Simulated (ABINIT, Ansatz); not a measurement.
**ZrSnSe3 (Pm-3m): zone-centre phonons**

Aim: the zone-centre modes of ZrSnSe3 (Pm-3m).

Main program and level: ABINIT 10.8.3; DFT LDA, scalar-relativistic, plane waves, JTH PAW pseudopotentials.

The structure was built from a prototype and need not be the compound's stable phase.

## (1) Starting point

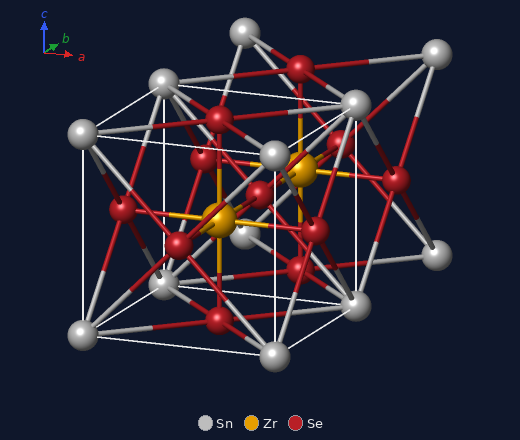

The cell as given, slightly off an axis (tin light grey, zirconium orange, selenium red). 1×2×1 cells are drawn. Some periodic images of atoms are drawn too.

## (2) Relaxation

The harmonic expansion needs vanishing forces, and a free crystal bears no stress, so cell and atoms are brought to rest. Stress is more sensitive to the basis than forces are: the last 3 Ha under the cutoff are smoothed with ecutsm, and the cutoff is raised above that of the later runs.

The starting cell comes from a relaxation made beforehand in Ansatz (LDA, PAW).

relax.abi

```
# relaxation
ionmov 2
optcell 2
dilatmx 1.08
ntime 40
tolmxf 1.0d-05
tolvrs 1.0d-14
prtwf 0
prtden 0
chksymtnons 0

# basis, mesh and filling
ecut 24.0
ecutsm 3.0
pawecutdg 48.0
ngkpt 6 6 6
nshiftk 1
shiftk 0.0 0.0 0.0
istwfk *1
occopt 3
tsmear 0.01
nband 31
nstep 100
diemac 1000000.0
prtebands 0
prtgsr 0

# cell and atoms
acell 3*1.0 Angstrom
rprim 
    5.105627033 0.0 0.0
    0.0 5.105627033 0.0
    0.0 0.0 5.105627033
ntypat 3
znucl 50 40 34
natom 5
typat 1 2 3 3 3
xred 
    0.0 0.0 0.0
    0.5 0.5 0.5
    0.5 0.5 0.0
    0.5 0.0 0.5
    0.0 0.5 0.5
pp_dirpath "./pseudo"
pseudos "Sn.xml, Zr.xml, Se.xml"
```

Run with:

```bash
> OMP_NUM_THREADS=1 mpirun -n 4 abinit relax.abi > relax.log
```

Numbers of over 12 decimals in the logs are rounded to 6 here.

relax.abo, the main output file:

```text
[banners, grids, parts of the stress and lines that vanish by symmetry left out]
- input  file    -> relax.abi
- output file    -> relax.abo
- root for input  files -> relaxi
[...]
Symmetries : space group Pm -3 m (#221); Bravais cP (primitive cubic)
[...]
mpw =        6403          nfft =      110592          nkpt =          20
[...]
== DATASET  1 ==================================================================
[...]
cutoff_energies: {ecut:  24.0, pawecutdg:  48.0, }
[...]
ETOT  1  -146.54519871311    -1.465E+02 1.665E-01 2.328E+01
 ETOT  2  -146.68901884253    -1.438E-01 2.519E-02 4.718E+00
 ETOT  3  -146.68141991635     7.599E-03 5.242E-03 7.800E-01
 ETOT  4  -146.68045654629     9.634E-04 5.312E-03 1.467E-01
 ETOT  5  -146.68007906763     3.775E-04 1.708E-03 4.379E-03
[...]
At SCF step   16       nres2   =  2.02E-15 < tolvrs=  1.00E-14 =>converged.
[...]
sigma(1 1)= -6.26671882E-06  sigma(3 2)=  0.00000000E+00
  sigma(2 2)= -6.26671882E-06  sigma(3 1)=  0.00000000E+00
  sigma(3 3)= -6.26671882E-06  sigma(2 1)=  0.00000000E+00
[...]
convergence: {deltae: -4.576E-12, res2:  2.018E-15, residm:  1.020E-04, diffor: null, }
etotal    :  -1.46680087E+02
[...]
ETOT  1  -146.68010635718    -1.467E+02 5.148E-05 5.457E-03
[...]
At SCF step   12       nres2   =  8.49E-15 < tolvrs=  1.00E-14 =>converged.
[...]
sigma(1 1)= -4.90092953E-06  sigma(3 2)=  0.00000000E+00
  sigma(2 2)= -4.90092953E-06  sigma(3 1)=  0.00000000E+00
  sigma(3 3)= -4.90092953E-06  sigma(2 1)=  0.00000000E+00
[...]
convergence: {deltae:  6.139E-12, res2:  8.485E-15, residm:  1.583E-05, diffor: null, }
etotal    :  -1.46680090E+02
[...]
ETOT  1  -146.68030299572    -1.467E+02 1.391E-05 7.004E-02
[...]
ETOT 12  -146.68009465166    -5.116E-12 5.341E-06 1.070E-13
 ETOT 13  -146.68009465166     2.274E-13 4.090E-06 3.263E-15
 At SCF step   13       nres2   =  3.26E-15 < tolvrs=  1.00E-14 =>converged.
[...]
sigma(1 1)= -1.29490055E-08  sigma(3 2)=  0.00000000E+00
  sigma(2 2)= -1.29490055E-08  sigma(3 1)=  0.00000000E+00
  sigma(3 3)= -1.29490055E-08  sigma(2 1)=  0.00000000E+00
[...]
convergence: {deltae:  2.274E-13, res2:  3.263E-15, residm:  4.090E-06, diffor: null, }
etotal    :  -1.46680095E+02
[...]
At Broyd/MD step   3, gradients are converged :
[...]
sigma(1 1)= -1.29490055E-08  sigma(3 2)=  0.00000000E+00
  sigma(2 2)= -1.29490055E-08  sigma(3 1)=  0.00000000E+00
  sigma(3 3)= -1.29490055E-08  sigma(2 1)=  0.00000000E+00
[...]
- sigma(1 1)= -3.80972896E-04  sigma(3 2)=  0.00000000E+00
- sigma(2 2)= -3.80972895E-04  sigma(3 1)=  0.00000000E+00
- sigma(3 3)= -3.80972896E-04  sigma(2 1)=  0.00000000E+00
[...]
fcart     -0.0000000000E+00 -0.0000000000E+00 -0.0000000000E+00
           strten     -1.2949005523E-08 -1.2949005520E-08 -1.2949005531E-08
================================================================================

[key lines of the parts left out:]
pressure_GPa:   3.8097E-04
Total energy DC (eV): -4.63895863610749E+05
```

Elapsed: 2.4 min, on 4 MPI ranks of Arm Neoverse V1, shared host; 9.7 min of CPU time.

Little changed from the start: no atom moved by 0.005 Å and no cell edge by 0.1 %.

Read from the output:

* volume per atom: 26.69 Å³
* pressure: 3.81e-4 GPa
* gap on the k-mesh: 0 eV

The volume changes by +0.3 % from the cell with which this run began.

## (3) Ground state

The response is built on these wavefunctions, so the potential is converged far more tightly than an energy would need. Occupations are smeared.

gs.abi

```
# ground state
tolvrs 1.0d-16
prtden 1
prtwf 1

# basis, mesh and filling
ecut 18.0
pawecutdg 36.0
ngkpt 6 6 6
nshiftk 1
shiftk 0.0 0.0 0.0
istwfk *1
occopt 3
tsmear 0.01
nband 31
nstep 100
diemac 1000000.0
prtebands 0
prtgsr 0

# cell and atoms
acell 3*1.0 Angstrom
rprim 
    5.11004017 0.0 0.0
    0.0 5.11004017 0.0
    0.0 0.0 5.11004017
ntypat 3
znucl 50 40 34
natom 5
typat 1 2 3 3 3
xred 
    0.0 0.0 0.0
    0.5 0.5 0.5
    0.5 0.5 0.0
    0.5 0.0 0.5
    0.0 0.5 0.5
pp_dirpath "./pseudo"
pseudos "Sn.xml, Zr.xml, Se.xml"
```

Run with:

```bash
> OMP_NUM_THREADS=1 mpirun -n 4 abinit gs.abi > gs.log
```

gs.abo, the main output file:

```text
[banners, grids, parts of the stress and lines that vanish by symmetry left out]
- input  file    -> gs.abi
- output file    -> gs.abo
- root for input  files -> gsi
[...]
Symmetries : space group Pm -3 m (#221); Bravais cP (primitive cubic)
[...]
mpw =        3328          nfft =       64000          nkpt =          20
[...]
== DATASET  1 ==================================================================
[...]
cutoff_energies: {ecut:  18.0, pawecutdg:  36.0, }
[...]
ETOT  1  -146.56852892398    -1.466E+02 1.575E-01 9.895E+00
 ETOT  2  -146.68844162319    -1.199E-01 4.043E-02 2.050E+00
 ETOT  3  -146.68052662347     7.915E-03 3.929E-03 3.245E-01
 ETOT  4  -146.67958569783     9.409E-04 3.164E-03 6.284E-02
 ETOT  5  -146.67920031276     3.854E-04 2.184E-03 1.935E-03
[...]
ETOT 17  -146.67920845507     6.480E-12 8.770E-05 1.373E-16
 ETOT 18  -146.67920845508    -9.805E-12 5.016E-05 1.146E-17
 At SCF step   18       nres2   =  1.15E-17 < tolvrs=  1.00E-16 =>converged.
[...]
sigma(1 1)=  6.79448394E-06  sigma(3 2)=  0.00000000E+00
  sigma(2 2)=  6.79448394E-06  sigma(3 1)=  0.00000000E+00
  sigma(3 3)=  6.79448394E-06  sigma(2 1)=  0.00000000E+00
[...]
convergence: {deltae: -9.805E-12, res2:  1.146E-17, residm:  5.016E-05, diffor: null, }
etotal    :  -1.46679208E+02
[...]
sigma(1 1)=  6.79448394E-06  sigma(3 2)=  0.00000000E+00
  sigma(2 2)=  6.79448394E-06  sigma(3 1)=  0.00000000E+00
  sigma(3 3)=  6.79448394E-06  sigma(2 1)=  0.00000000E+00
[...]
- sigma(1 1)=  1.99900619E-01  sigma(3 2)=  0.00000000E+00
- sigma(2 2)=  1.99900619E-01  sigma(3 1)=  0.00000000E+00
- sigma(3 3)=  1.99900619E-01  sigma(2 1)=  0.00000000E+00
[...]
fcart     -0.0000000000E+00 -0.0000000000E+00 -0.0000000000E+00
           strten      6.7944839427E-06  6.7944839427E-06  6.7944839427E-06
================================================================================

[key lines of the parts left out:]
pressure_GPa:  -1.9990E-01
Total energy DC (eV): -4.63895839496112E+05
```

Run time: 39 s. Hardware: 4 MPI ranks.

Numbers from this step:

```
pressure : -0.1999 GPa
```

The cell stands at -0.20 GPa: the relaxation ran with a smoothed and higher cutoff, and the difference is a stress of the finite basis.

## (4) Linear response at Γ

At q = 0 one unit cell holds all displacements. The response is solved for single atoms along the cell's directions, and symmetry skips those that follow from others. The crystal is treated as a metal, which screens a static field, so no field response is asked.

dfpt_gamma.abi

```

# common to the responses
getwfk_filepath "gso_WFK"
kptopt 2
nqpt 1
qpt 0.0 0.0 0.0
asr 0
chneut 0

# displacements
rfphon 1
rfatpol 1 5
rfdir 1 1 1
tolvrs 1.0d-10
prtwf 0

# basis, mesh and filling
ecut 18.0
pawecutdg 36.0
ngkpt 6 6 6
nshiftk 1
shiftk 0.0 0.0 0.0
istwfk *1
occopt 3
tsmear 0.01
nband 31
nstep 100
diemac 1000000.0
prtebands 0
prtgsr 0

# cell and atoms
acell 3*1.0 Angstrom
rprim 
    5.11004017 0.0 0.0
    0.0 5.11004017 0.0
    0.0 0.0 5.11004017
ntypat 3
znucl 50 40 34
natom 5
typat 1 2 3 3 3
xred 
    0.0 0.0 0.0
    0.5 0.5 0.5
    0.5 0.5 0.0
    0.5 0.0 0.5
    0.0 0.5 0.5
pp_dirpath "./pseudo"
pseudos "Sn.xml, Zr.xml, Se.xml"
```

Run with:

```bash
> OMP_NUM_THREADS=1 mpirun -n 4 abinit dfpt_gamma.abi > dfpt_gamma.log
```

dfpt_gamma.abo, the main output file:

```text
[banners, grids, parts of the stress and lines that vanish by symmetry left out]
- input  file    -> dfpt_gamma.abi
- output file    -> dfpt_gamma.abo
- root for input  files -> dfpt_gammai
[...]
Symmetries : space group Pm -3 m (#221); Bravais cP (primitive cubic)
[...]
nfft =       64000          nkpt =         112
[...]
== DATASET  1 ==================================================================
[...]
cutoff_energies: {ecut:  18.0, pawecutdg:  36.0, }
[...]
Perturbation : displacement of atom   1   along direction   1
[...]
-ETOT  1   6483.6537556749      5.772E+03 1.161E+01 2.334E+07
 ETOT  2   329.83123247984     -6.154E+03 3.836E+00 1.373E+06
 ETOT  3   5.130180     -3.247E+02 6.834E-01 5.064E+04
 ETOT  4  -2.068418     -7.199E+00 8.133E-02 3.352E+03
 ETOT  5  -2.548722     -4.803E-01 7.143E-03 8.516E+01
[...]
At SCF step   15       vres2   =  3.64E-11 < tolvrs=  1.00E-10 =>converged.
[...]
Perturbation : displacement of atom   2   along direction   1
[...]
-ETOT  1   3585.6121940133      2.087E+02 2.754E+01 1.593E+07
[...]
At SCF step   14       vres2   =  8.66E-11 < tolvrs=  1.00E-10 =>converged.
[...]
Perturbation : displacement of atom   3   along direction   1
[...]
-ETOT  1   310.79037325442     -5.640E+00 2.396E+00 1.784E+06
[...]
At SCF step   15       vres2   =  5.42E-12 < tolvrs=  1.00E-10 =>converged.
[...]
Perturbation : displacement of atom   3   along direction   3
[...]
-ETOT  1   485.35777508819      1.339E+02 3.038E+00 2.545E+06
[...]
ETOT 13   13.084198907891     -1.093E-10 1.505E-06 3.137E-10
 ETOT 14   13.084198907892      9.095E-13 9.083E-07 1.622E-11
 At SCF step   14       vres2   =  1.62E-11 < tolvrs=  1.00E-10 =>converged.
[...]
Phonon wavevector (reduced coordinates) :  0.00000  0.00000  0.00000
 Phonon energies in Hartree :
[...]
Phonon frequencies in cm-1    :
- -1.002657E+02 -1.002657E+02 -1.002657E+02 -6.860834E+01 -6.860834E+01
- -6.860834E+01 -4.756036E+01 -4.756036E+01 -4.756036E+01 -6.086740E+00
- -6.086740E+00 -6.086740E+00  2.611259E+02  2.611259E+02  2.611259E+02
[...]
fcart      0.0000000000E+00  0.0000000000E+00  0.0000000000E+00
           strten      0.0000000000E+00  0.0000000000E+00  0.0000000000E+00
================================================================================
```

It took 6.8 min on 4 MPI ranks.

Read from the output:

```yaml
largest_acoustic_frequency_at_the_zone_centre_before_the_sum_rule: -6.09 cm⁻¹
highest_optical_zone_centre_mode_no_lo_to_term: 261.1 cm⁻¹
lowest_optical_zone_centre_mode: -100.3 cm⁻¹
```

The acoustic modes at Γ come out as far as 6.1 cm⁻¹ from zero, where they should vanish, a small numerical error. The lowest optical mode is imaginary, 100i cm⁻¹, an instability at this level and on this k mesh.

(Part 1 of 3 ends here.)

[Host names and launcher messages were left out of these logs when they were recorded.]

[Logs are printed without paths, hosts, clocks, repeated set-up lines and the standing remarks that a program may print on its own settings, such as how far it seeks lower states.]

[Hosts, paths, dates, database ids (printed as entryN), source tags and the programs' standing remarks are cut or masked in the printed files.]
